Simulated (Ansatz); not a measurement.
The figure comes from a scan of Ge (diamond): the crystal slips on the {111} plane, shuffle cut by s times a lattice vector of 6.95 Å, atoms relaxing along the normal only, γ being the energy change per area. Calculation: r2SCAN (plane waves to 500 eV, PAW, scalar-relativistic; Ansatz, a first-principles code). k mesh 8×8×3 (Γ-centred), Fermi-Dirac smearing 0.05 eV. E is the zero-smearing estimate. As the smearing reaches across the gap at some points, the k mesh leaves noise in γ, roughly 0.02 J/m² as judged from a few cases. Faults lie only 9.8 Å apart, and holding the cell height raises γ above its relaxed value. Ge was relaxed with its symmetry unable to fall. γ is measured from zero shift.

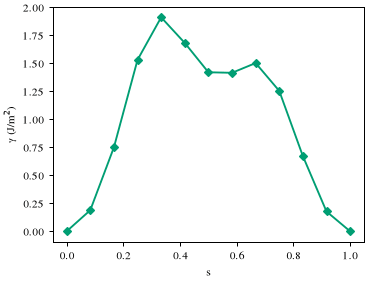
Fig. 1. γ (J/m²) against s; markers are the computed points, lines only join them (the last repeats the first, one period on).

### Question
Turn the plot into a table (rounded to what can be read).

### Answer
To the nearest 0.05:

```csv
s,γ (J/m²)
0.000,0.00
0.083,0.20
0.167,0.75
0.250,1.55
0.333,1.90
0.417,1.70
0.500,1.40
0.583,1.40
0.667,1.50
0.750,1.25
0.833,0.65
0.917,0.20
```

(The slope of γ gives the shear force per area between the displaced halves; near zero shift its curvature is an elastic stiffness.)
